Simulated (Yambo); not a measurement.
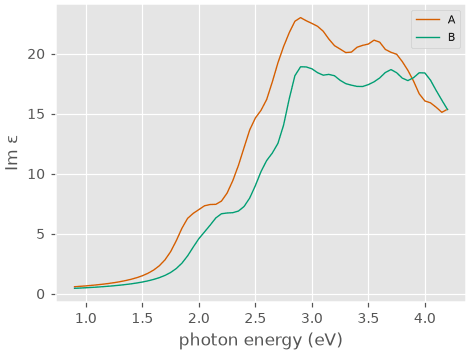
Figure: Two computed absorption spectra of WSe₂ (space group P6_3/mmc, No. 194) (Yambo, PBE bands with the same scissor, field along x)

Axes are Cartesian, with cell vectors (Å) (3.28, 0.00, 0.00), (-1.64, 2.84, 0.00), (0.00, 0.00, 12.78).

Q: Which curve includes the electron-hole attraction (BSE)?

A: Curve A: the attraction moves weight to lower energy (centre of the plotted range 3.1 eV against 3.2 eV). Settings: 9×9×2 mesh, 7 valence and 8 conduction bands, static screening with 110 bands and a 3 Ry block, scissor 0.44 eV, Tamm-Dancoff. The scissor comes from a G0W0 run whose convergence isn't established. Broadening 0.15 eV. The band window holds all transitions up to 4.2 eV. On this mesh the peak heights and the fine structure are mesh artefacts; only the shift of weight is robust.

Spin-orbit coupling is not included.

Geometry relaxed with PBE+D3(BJ); primitive cell a = 3.280 Å, b = 3.280 Å, c = 12.781 Å, α = 90.00°, β = 90.00°, γ = 120.00°.

The potentials are those of PseudoDojo's stringent table.
